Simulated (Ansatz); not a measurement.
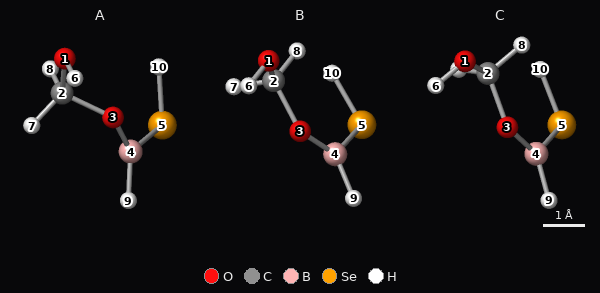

3 geometries from a converged minimum-energy path of CH₅BO₂Se, shuffled. The picture is a ball-and-stick view, seen from a free direction.

Method: Ansatz, RHF/def2-SVP. Set-up: 7 movable images; climbing image; force threshold 0.05 eV/Å; iteration limit 60; starting path by image-dependent pair potential.

Question: One of them is the converged climbing image. Which?

Answer: A. In order along the path, whose images run from 0 to 8: C (image 0, 0.00 eV), B (image 1, +0.02 eV), A (image 4, +0.33 eV). The motion is a rotation about the C2–O3 bond by about 65°, with a turn of about 180° about O3–B4. No bond forms or breaks between the ends. Among the angles between lasting bonds that change up to the highest image: O3–B4–Se5 127.2° → 122.6°, O3–B4–H9 118.8° → 122.2°.

The run took 100 s on 2 threads of AMD EPYC 9R45 96-Core Processor (Zen 5), on a shared host, peak memory 0.29 GiB.
